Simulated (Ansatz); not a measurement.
LaBiS2O (P4/nmm), computed twice by G0W0.

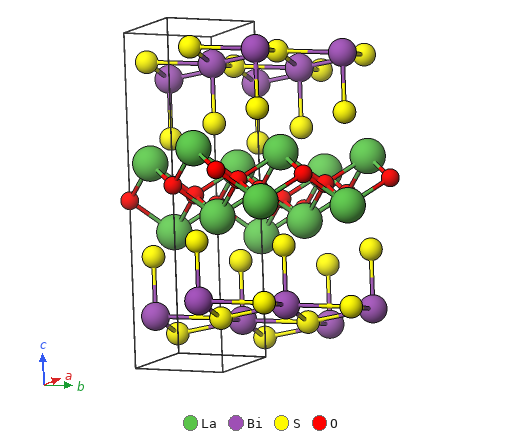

The structure (lanthanum green, bismuth purple, sulfur yellow, oxygen red). 2×2×1 cells are drawn. Some periodic images of atoms are drawn too.

Symmetry: P4/nmm, No. 129, tetragonal system. Conventional cell: a = 4.055 Å, b = 4.055 Å, c = 14.173 Å, α = 90.00°, β = 90.00°, γ = 90.00°. Nearest to La lie 4 O at 2.38 Å and 4 S at 3.21 Å. Nearest to Bi lie 5 S at 2.52 to 2.88 Å. Nearest to S lie 4 Bi at 2.88 Å. S has 1 Bi at 2.52 Å and 4 La at 3.21 Å nearest. O has 4 La at 2.38 Å nearest. Farther neighbours and most contacts between anions are not listed.

```yaml
crystal:
  lattice:
    - [4.05550, 0.00000, 0.00000]
    - [0.00000, 4.05550, 0.00000]
    - [0.00000, 0.00000, 14.17327]
  atoms:
    - { symbol: La, position: [0.50000, 0.00000, 0.58774] }
    - { symbol: La, position: [0.00000, 0.50000, 0.41226] }
    - { symbol: Bi, position: [0.00000, 0.50000, 0.86777] }
    - { symbol: Bi, position: [0.50000, 0.00000, 0.13223] }
    - { symbol: S, position: [0.50000, 0.00000, 0.89002] }
    - { symbol: S, position: [0.00000, 0.50000, 0.10998] }
    - { symbol: S, position: [0.00000, 0.50000, 0.69020] }
    - { symbol: S, position: [0.50000, 0.00000, 0.30980] }
    - { symbol: O, position: [0.00000, 0.00000, 0.50000] }
    - { symbol: O, position: [0.50000, 0.50000, 0.50000] }
```

The cell and positions are those that the Materials Project relaxed with its own functionals (PBE, PBE+U or r2SCAN), kept fixed. Spin-orbit coupling is left out unless a run names it. PAW set soft_2, made with PBE.

The first (Ansatz 0.2.0; start LDA, 4×4×2 mesh, 1071 empty bands, screening to 160 eV; 1 × NVIDIA H100 80GB HBM3 (shared by 6 runs) with 3 threads of AMD EPYC 7R13 (Zen 3), shared host) gave, on its mesh: starting gap 0.82 eV, G0W0 gap 1.23 eV, RPA ε∞ (mean) 22.50, 1.9 min.

The second gave: starting gap 0.82 eV, G0W0 gap 1.21 eV, RPA ε∞ (mean) 22.50, 2.3 min.

Question: What was changed in the input? Choose among start, files, mesh, bands and cutoff, frequency model or another key.

Changed: frequency model from contour deformation to plasmon pole. The starting gap stayed, which rules out the functional and points to the GW step. Other changes could give like numbers; this is the one that was made.

Limits: not at the basis limit; f levels unsure; no spin-orbit coupling; coarse k mesh.

[Paths, hosts, dates, memory and timing lines, banners, echoed tables and standing remarks are left out of the program output.]

[Logs are printed without paths, hosts, clocks, repeated set-up lines and the standing remarks that a program may print on its own settings, such as how far it seeks lower states.]

[Runs of the session that timed out or met a known fault of the program may be left out.]

[Cells called generated may have been cut or substituted from an entry of the Crystallography Open Database or the Materials Project.]

[Hosts, paths, dates, database ids (printed as entryN), source tags and the programs' standing remarks are cut or masked in the printed files.]
